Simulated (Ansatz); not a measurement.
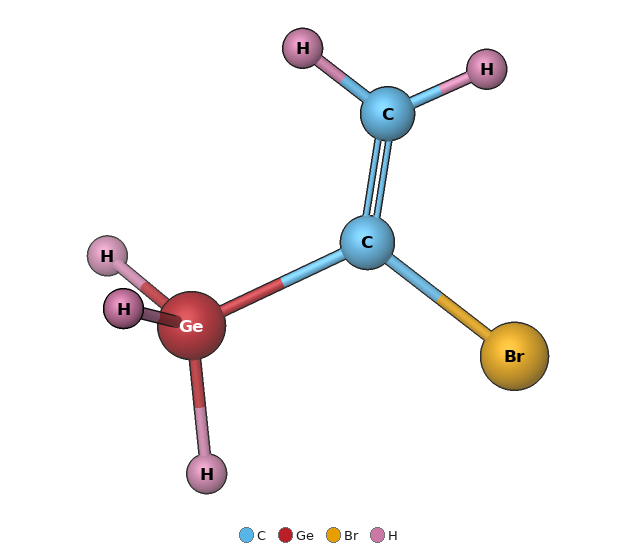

Depth is shown by fading: the farther an atom, the more it takes the colour of the background. The computed structure is the end point of a PBE-D4/def2-SVP optimisation. No frequency run is at hand to confirm it as a minimum.

### List the symmetry elements and name the point group.

It has 1 mirror plane, so the point group is Cs. The group has 2 operations. The geometry is achiral, and symmetry allows a dipole moment.
